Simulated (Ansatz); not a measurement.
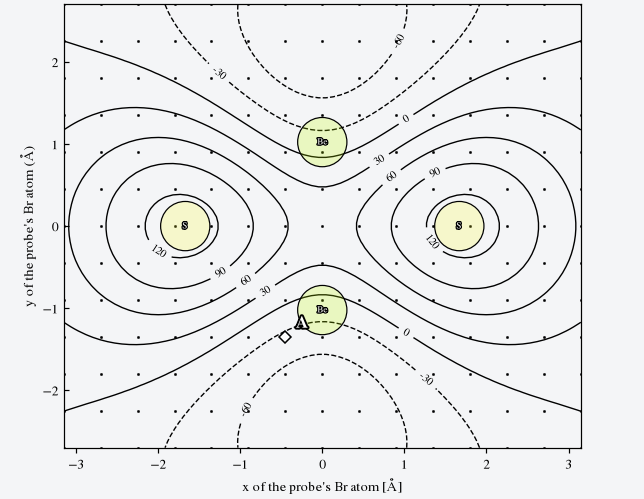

Be₂S₂ with the probe Br-. The probe is moved over a plane parallel to the molecule's main plane, 2.70 Å above it. First axis: x of the probe's Br atom. Second axis: y of the probe's Br atom. Nothing is relaxed (molecule and probe rigid). Grid: 15 × 13 points; 56 points were computed and 139 follow by symmetry. All energies are given in kJ/mol relative to molecule and probe far apart, each relaxed in its own basis (no counterpoise correction). Level of theory: Ansatz 0.2.0, RHF/def2-SVPD.

In the figure: contour lines labelled in kJ/mol, dots at the grid points, labelled circles for the molecule's atoms, projected on the plane, the point A. Between grid points the surface is interpolated.

Question: Which way does the force act at A, and how strong is it?

Answer: A, at x of the probe's Br atom = −0.45 Å, y of the probe's Br atom = −1.35 Å, is not a stationary point. The computed force is 0.94 eV/Å in the plane, pointing down and right in the picture (components 0.42 and −0.85 eV/Å).
